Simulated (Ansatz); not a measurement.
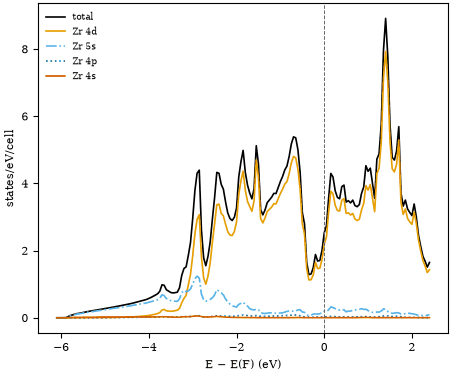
Figure: Total and projected density of states of Zr in space group P6/mmm (No. 191; Zr on 1a, Zr on 2d), plane-wave PAW r²SCAN (Ansatz code)

Problem. Which orbitals carry the states next to the Fermi level?

Solution. Within 0.5 eV of the Fermi level: Zr 4d 88 %, Zr 5s 7 %. Projections are on Löwdin-orthogonalised atomic valence shells; empty p or d shells of many metals are not among them.

Problem. Where is the tallest occupied peak in this window, and what makes it?

Solution. Near -0.7 eV, about 5.4 states/eV per cell; the largest projected share is Zr 4d.

This is a known high-pressure phase of the composition, computed here at zero pressure and temperature. Symmetry was held in the r²SCAN relaxation; its stability against distortions is not shown here. The run is not spin-polarised. Scalar-relativistic: spin–orbit coupling is off unless named, which matters more the heavier the elements.

Potentials: the later of the program's two PAW sets.
